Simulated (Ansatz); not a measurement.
SiH$_{4}$

```xyz
5

Si    0.2413    0.0000    0.1708
H     0.2415    0.0000    1.6422
H     1.6287    0.0000   -0.3194
H    -0.4524    1.2015   -0.3198
H    -0.4524   -1.2015   -0.3198
```

All numbers below come from RKS BHLYP-D4/def2-TZVP in Ansatz.

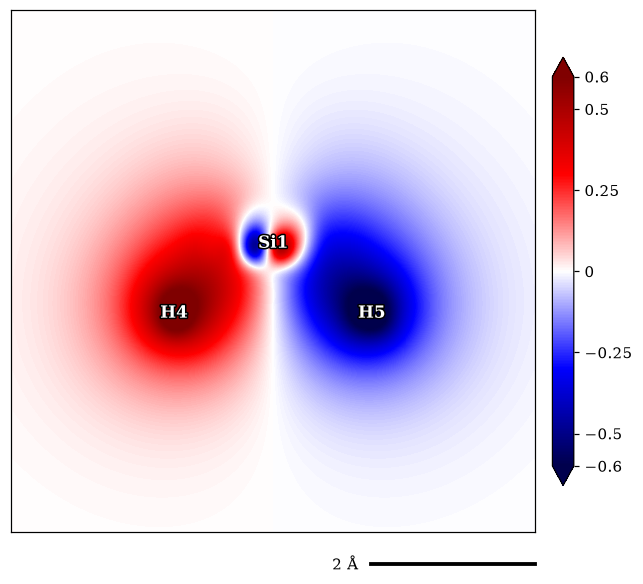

Figure 1. The HOMO on the plane of atoms H4, Si1 and H5 (values in Å⁻³ᐟ²; the overall sign is arbitrary).

**What is the character of this orbital?**

By Hirshfeld shares it lies mainly on Si1 (about 45 %), H4 (about 25 %) and H5 (about 25 %). It is one of a degenerate set, so its orientation is arbitrary. Its energy is −11.19 eV.

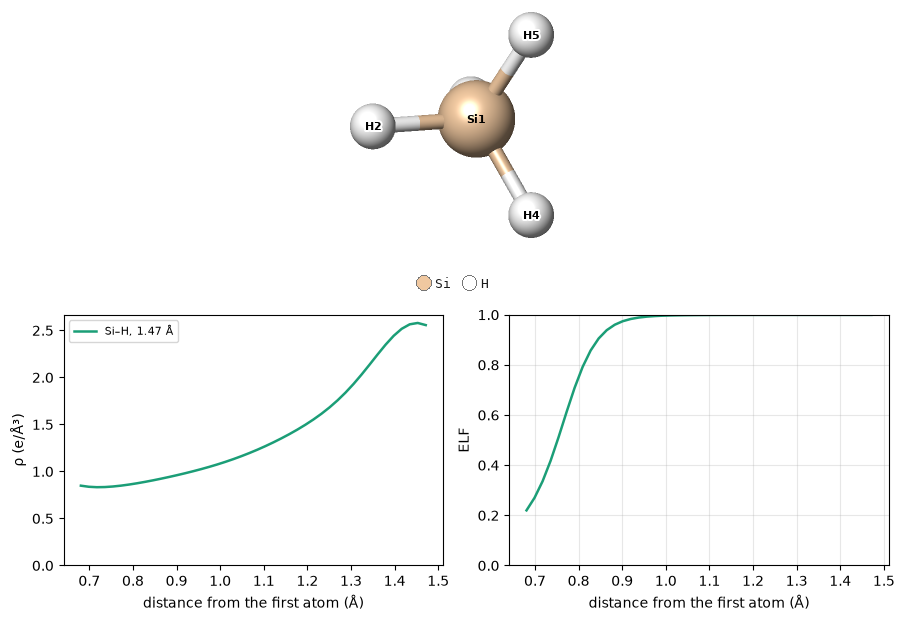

Figure 2. Electron density and ELF along straight lines between neighbouring atoms. The curves leave out the atomic cores. The structure is drawn too.

**What can be read from the curves?**

Si–H (1.47 Å): the density is about 0.83 e/Å³ at the midpoint; the ELF climbs to about 1 towards the hydrogen, as it does in any bond to H.
